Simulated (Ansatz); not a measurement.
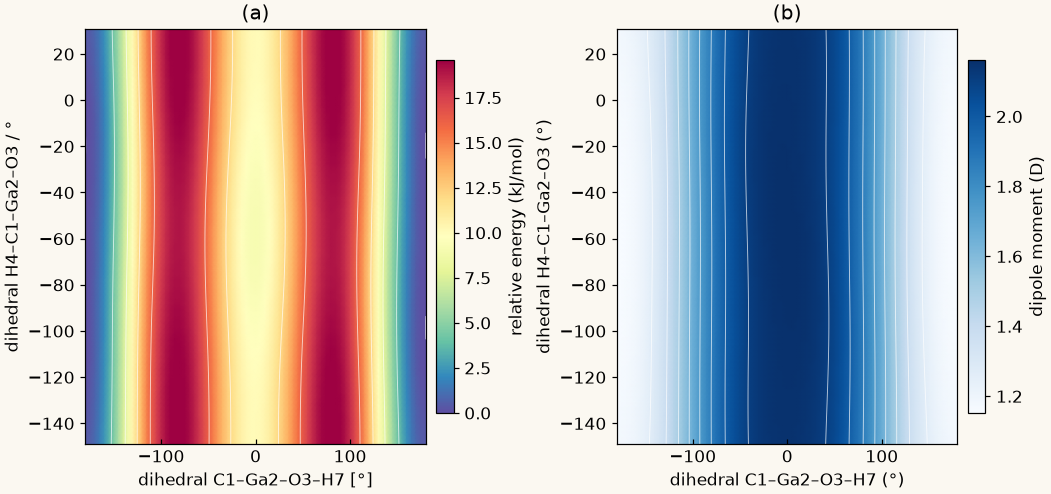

CH₄GaO, SMILES [CH3][Ga][OH], spin multiplicity 2. 
- The first coordinate is: dihedral C1–Ga2–O3–H7; the second: dihedral H4–C1–Ga2–O3.
- Nothing is relaxed (all other coordinates rigid).
- The scan uses a 12 × 13 grid.
- All energies are given in kJ/mol relative to the lowest grid point.
- Theory: UKS PBE0-D4/def2-TZVP (Ansatz).

Panel (a) is the energy; panel (b) is the computed dipole moment, in D.

The picture shows a smooth colour map with a few white contour lines. Between grid points the surface is interpolated.

Question: How does the dipole moment vary over the map, and what is it at the lowest grid point?

Answer: Leaving out the highest fifth of the energies, it runs from 1.15 D at dihedral C1–Ga2–O3–H7 = −180°, dihedral H4–C1–Ga2–O3 = −59° to 2.16 D at dihedral C1–Ga2–O3–H7 = 0°, dihedral H4–C1–Ga2–O3 = −59°. At the lowest grid point, dihedral C1–Ga2–O3–H7 = −180°, dihedral H4–C1–Ga2–O3 = −14°, it is 1.16 D.

```tsv
dihedral H4–C1–Ga2–O3 ↓, dihedral C1–Ga2–O3–H7 →	−180	−150	−120	−90	−60	−30	0	30	60	90	120	150
31	1.18	1.25	1.46	1.77	2.02	2.13	2.15	2.13	2.02	1.77	1.45	1.24
16	1.17	1.24	1.46	1.77	2.02	2.13	2.15	2.13	2.02	1.77	1.45	1.23
1	1.16	1.24	1.45	1.77	2.02	2.13	2.16	2.13	2.02	1.77	1.45	1.23
−14	1.16	1.23	1.45	1.77	2.02	2.14	2.16	2.13	2.02	1.76	1.45	1.23
−29	1.15	1.22	1.44	1.76	2.02	2.14	2.16	2.13	2.01	1.76	1.44	1.22
−44	1.15	1.22	1.44	1.76	2.02	2.14	2.16	2.13	2.01	1.76	1.44	1.22
−59	1.15	1.22	1.44	1.76	2.02	2.13	2.16	2.13	2.02	1.76	1.44	1.22
−74	1.15	1.22	1.44	1.76	2.01	2.13	2.16	2.14	2.02	1.76	1.44	1.22
−89	1.15	1.22	1.44	1.76	2.01	2.13	2.16	2.14	2.02	1.76	1.44	1.22
−104	1.16	1.23	1.45	1.76	2.02	2.13	2.16	2.14	2.02	1.77	1.45	1.23
−119	1.16	1.23	1.45	1.77	2.02	2.13	2.16	2.13	2.02	1.77	1.45	1.24
−134	1.17	1.23	1.45	1.77	2.02	2.13	2.15	2.13	2.02	1.77	1.46	1.24
−149	1.18	1.24	1.45	1.77	2.02	2.13	2.15	2.13	2.02	1.77	1.46	1.25
```
